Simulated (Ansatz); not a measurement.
A series of calculations on C$_{2}$H$_{6}$BCl

Part 1: Relaxation

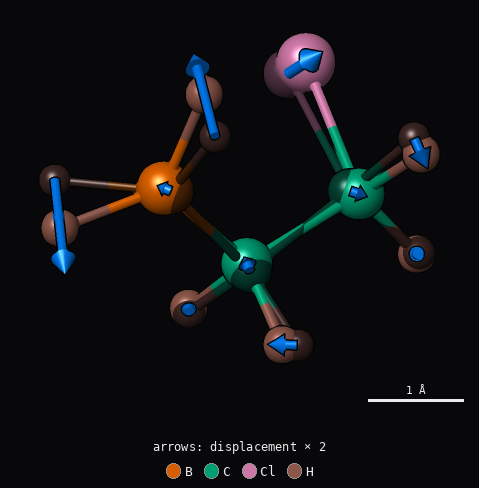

This is a relaxation of C2H6BCl. The starting structure is drawn faded, the final one solid; blue arrows show the displacements, 2 times their true length. The two geometries are superimposed by the best rigid fit.

The picture is a ball-and-stick view, seen from a free direction.

The run prepares an end point of a later path (torsion) calculation, from a guessed geometry.

Method: Ansatz 0.2.0, RKS PBE0/def2-SVP. Settings: no spin polarisation; force threshold 0.015 eV/Å; at most 40 steps.

Q: Atoms of which element are displaced furthest, and by how much?

A: Hydrogen: up to 0.66 Å, against 0.30 Å for chlorine.

Q: What happened in the run?

A: An H atom moves most after the best rigid fit: 0.66 Å. Largest moves by element: H 0.66 Å, Cl 0.30 Å, C 0.10 Å, B 0.08 Å. Some distances before and after: C–H 1.168 → 1.099 Å, C–Cl 1.835 → 1.795 Å, C–H 1.137 → 1.099 Å, C–H 1.079 → 1.114 Å. Among the angles between lasting bonds that change: B–C–H 109.3° → 102.7°, B–C–C 110.9° → 116.9°, H–C–H 110.0° → 104.2°. Groups turn about B–C by about 40°. The energy falls by 0.309 eV in 12 accepted moves (16 points after the start). The largest force component goes from 2.1 to 0.011 eV/Å. The line search rejected the trial steps at points 7, 8, 10, 13 of the run.

Part 2: Relaxation

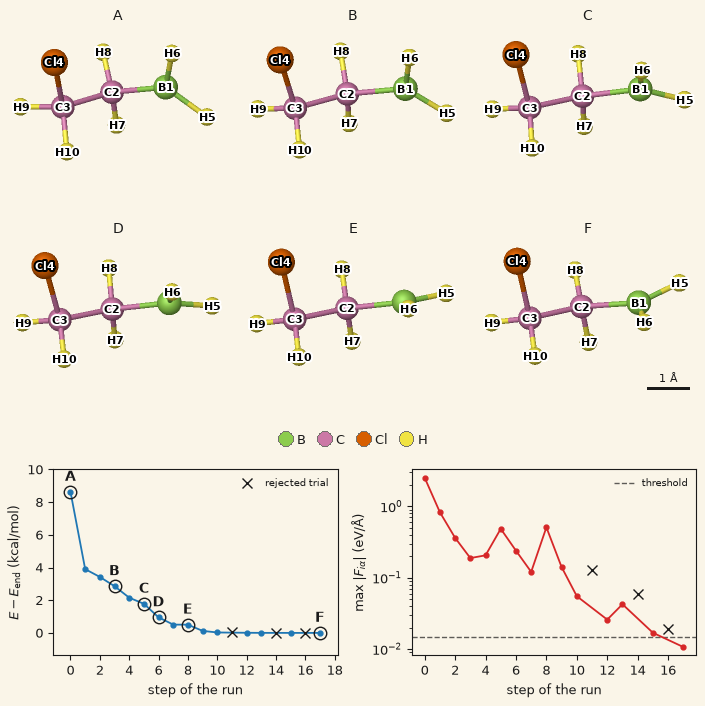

Frames of a relaxation of C₂H₆BCl, marked on the history of the run. A ball-and-stick model, seen from a free direction.

The run prepares an end point of a later path (torsion) calculation, from a guessed geometry.

Method: Ansatz 0.2.0, RKS PBE0/def2-SVP. (no spin polarisation; force threshold 0.015 eV/Å; at most 40 steps)

Describe the path.

The atom that moves furthest after the best rigid fit is H6 (1.35 Å). By element the largest moves are H 1.35 Å, Cl 0.49 Å, B 0.09 Å, C 0.09 Å. Some distances before and after: C3–H9 1.168 → 1.099 Å, C3–Cl4 1.835 → 1.795 Å, C3–H10 1.137 → 1.099 Å, B1–C2 1.530 → 1.562 Å. Bond angles that change, for instance: B1–C2–H7 110.7° → 102.8°, B1–C2–C3 110.9° → 116.9°, H7–C2–H8 110.0° → 104.2°. Groups turn about B1–C2 by about 80°. After 14 accepted moves (17 points after the start) the energy has fallen by 8.63 kcal/mol. Largest force component: 2.5 eV/Å at the start, 0.011 eV/Å at the end. The line search rejected the trial steps at points 11, 14, 16 of the run. Cost: 42 s on 1 thread of Intel(R) Xeon(R) Platinum 8559C (Emerald Rapids), with other jobs on the host, peak memory 0.2 GiB. From step 0 to 3: Cl4 moves most (0.27 Å), energy −5.77 kcal/mol. From step 3 to 5: H5 moves most (0.39 Å), energy −1.08 kcal/mol. From step 5 to 6: H6 moves most (0.20 Å), energy −0.83 kcal/mol. From step 6 to 8: H6 moves most (0.38 Å), energy −0.45 kcal/mol. From step 8 to 17: H6 moves most (0.30 Å), energy −0.50 kcal/mol.

Part 3: Path

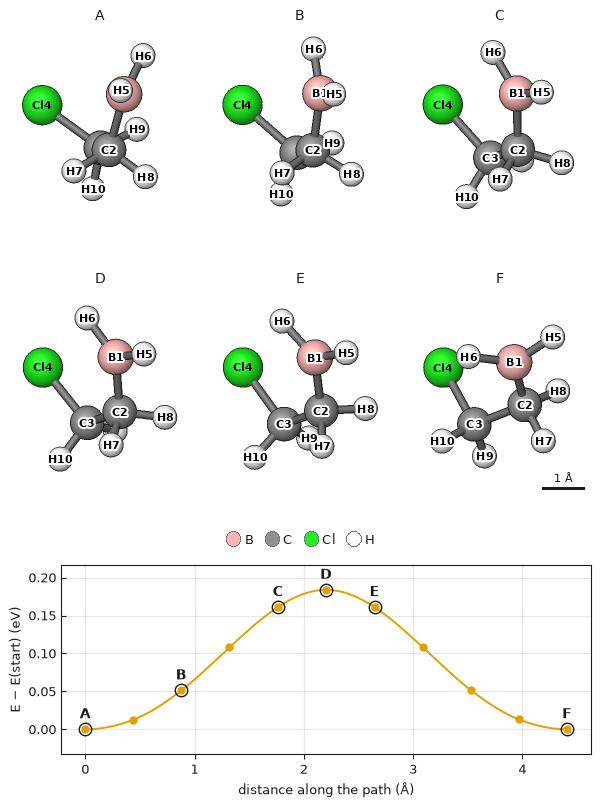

A nudged-elastic-band calculation for C2H6BCl. Images are numbered from 0 (start) to 10 (end). Frames A to F are images 0, 2, 4, 5, 6, 10. Style: ball-and-stick. Shown from a free direction.

All numbers below come from RKS PBE0/def2-SVP in Ansatz.

Input file:
```yaml
crystal:
  periodic: [false, false, false]
  atoms:
    - { symbol: B, position_ang: [-1.203782, 0.754963, -0.294273] }
    - { symbol: C, position_ang: [-0.304813, -0.50859, -0.111286] }
    - { symbol: C, position_ang: [1.105911, -0.27925, 0.386197] }
    - { symbol: Cl, position_ang: [2.04863, 0.666761, -0.813503] }
    - { symbol: H, position_ang: [-2.232437, 0.678714, -0.926365] }
    - { symbol: H, position_ang: [-0.935184, 1.796862, 0.259255] }
    - { symbol: H, position_ang: [-0.307328, -1.147394, -1.010446] }
    - { symbol: H, position_ang: [-0.867564, -1.101166, 0.646121] }
    - { symbol: H, position_ang: [1.117919, 0.301217, 1.319338] }
    - { symbol: H, position_ang: [1.661848, -1.213217, 0.547762] }
basis:
  gaussian: { orbitals: def2-SVP }
hamiltonian:
  xc: pbe0
neb:
  order_check: false
  images: 9
  f_tol: 0.05
  max_iterations: 60
  initial_path: idpp
  final_atoms:
    - { symbol: B, position_ang: [-1.13305309, 0.68587974, -0.59393569] }
    - { symbol: C, position_ang: [-0.37031308, -0.44540286, 0.1664735] }
    - { symbol: C, position_ang: [1.13325864, -0.30685829, 0.26944828] }
    - { symbol: Cl, position_ang: [1.56474516, 1.14426012, 1.2346861] }
    - { symbol: H, position_ang: [-2.3348644, 0.77823377, -0.49121314] }
    - { symbol: H, position_ang: [-0.55318367, 1.42560503, -1.35607598] }
    - { symbol: H, position_ang: [-0.61419072, -1.35315732, -0.43140964] }
    - { symbol: H, position_ang: [-0.81720949, -0.64503444, 1.15511924] }
    - { symbol: H, position_ang: [1.61122212, -1.16166498, 0.7676887] }
    - { symbol: H, position_ang: [1.59678854, -0.17296077, -0.71798138] }
```

Run as
```bash
ansatz run input.yaml --threads 1 --pin off --max-ram 2048MiB --backend cpu --events-out ev --progress --plain --runs-dir out
```

> What happens along the path, and what is the barrier?

The barrier is about 0.184 eV in both directions, with image 5 at the top; the ends have the same energy. The motion is a rotation about the C2–C3 bond by about 120°, with a turn of about 40° about B1–C2. No bond forms or breaks between the ends. Bond angles that change up to the highest image, for instance: B1–C2–H7 111.8° → 104.4°, B1–C2–C3 116.9° → 123.8°. The band converged in 8 iterations. The largest component of the band force went from 1.4 to 0.044 eV/Å. The climbing image converged on the top of the path. Its vibrational analysis gives 2 imaginary modes over 30i cm⁻¹, so it isn't confirmed as a transition state.

The run took 2.9 min on 1 thread of Intel(R) Xeon(R) Platinum 8559C (Emerald Rapids), on a shared host, peak memory 0.27 GiB.
